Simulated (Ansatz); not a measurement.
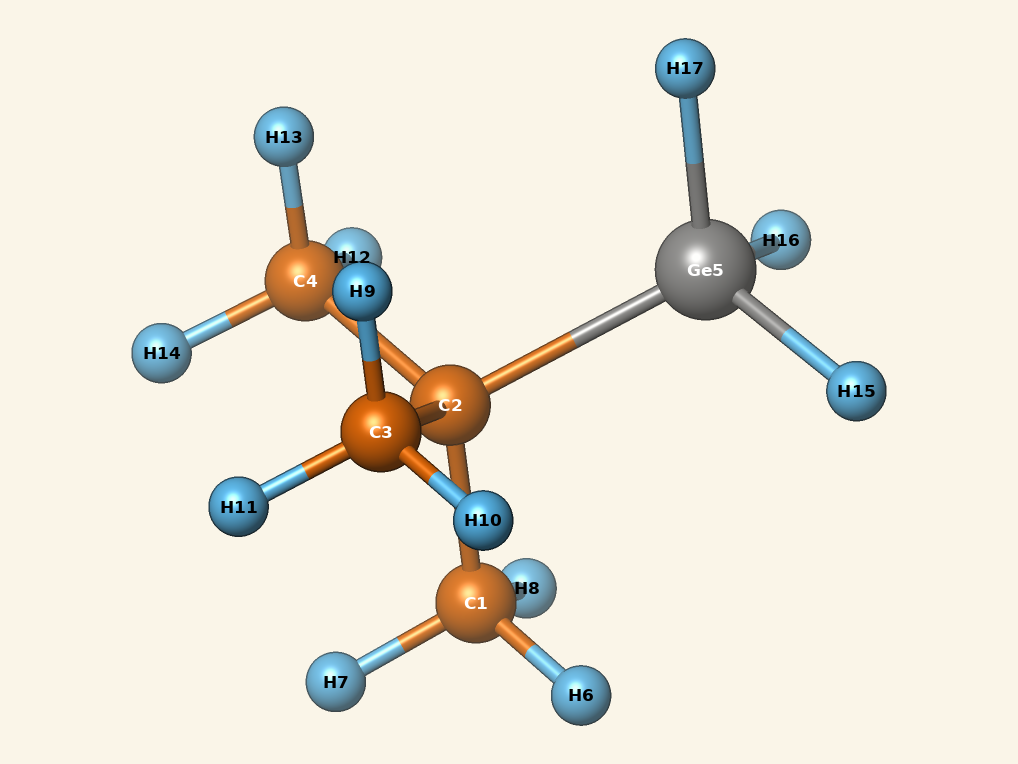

C2 lies behind C3. The molecule seen a little off the C3–C2 bond, C3 in front. Atoms fade into the background with distance from the viewer. The computed structure is the end point of a PBE-D4/def2-SVP optimisation. No frequency run is at hand to confirm it as a minimum.

What is the torsion angle H9–C3–C2–Ge5? The sign is positive where the front bond must turn clockwise to cover the back bond.

Answer. 61°, synclinal (gauche). The bonds about C3–C2 are staggered.
